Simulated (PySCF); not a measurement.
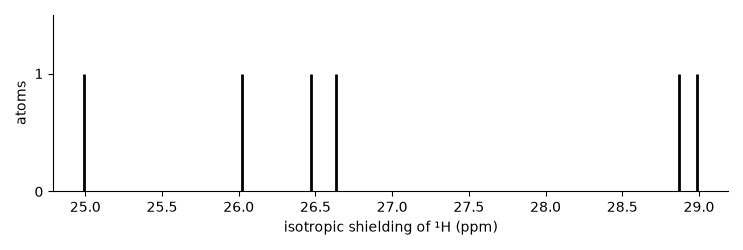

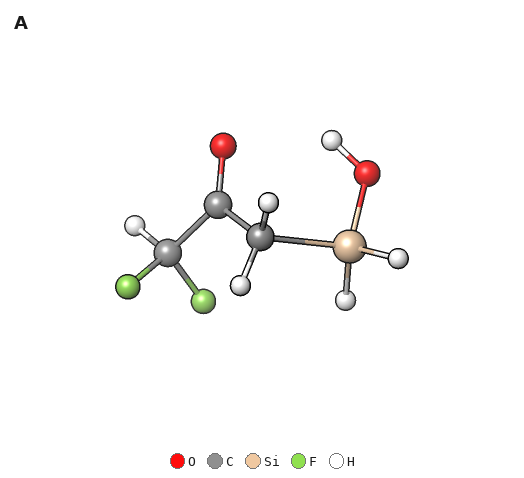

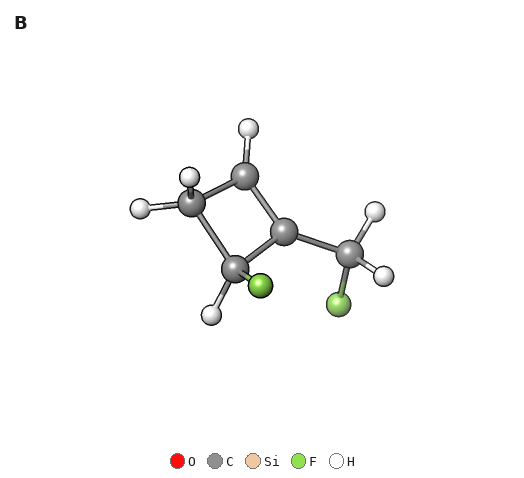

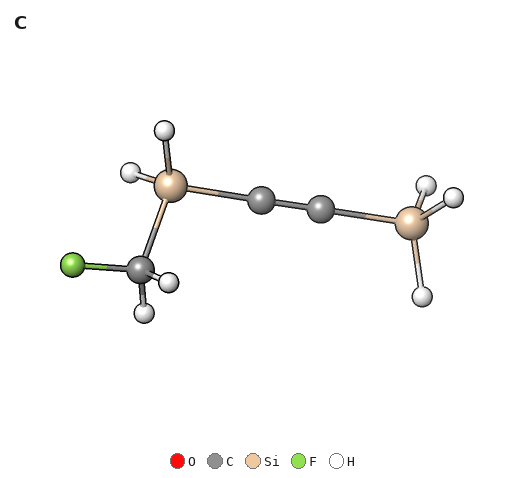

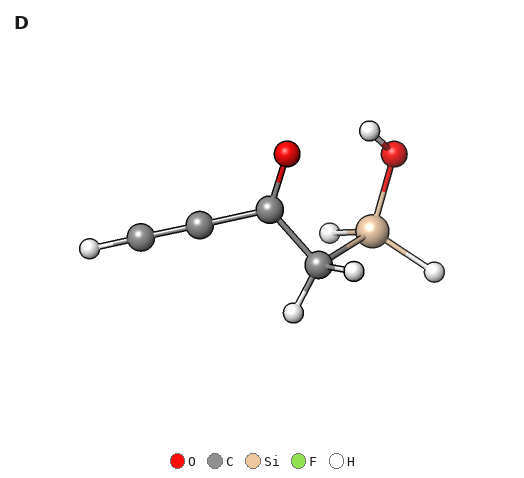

The sticks are computed shieldings of one of the molecules, for one fixed geometry (GFN2-xTB) without averaging over rotations. Low shielding means a high chemical shift. Method: GIAO PBE0/pcSseg-1 NMR shielding, non-relativistic, gas phase (PySCF 2.14.0).

**Match the spectrum to a structure.**

B, `FCC1=CC[C@@H]1F`. Its 6 H atoms give lines at 24.99, 26.02, 26.47, 26.63, 28.87, 28.99 ppm.

The geometry is semi-empirical. Around Si such bond lengths and angles can be off by a tenth of an ångström or more and by several degrees, and values that hang on the shape move with them.
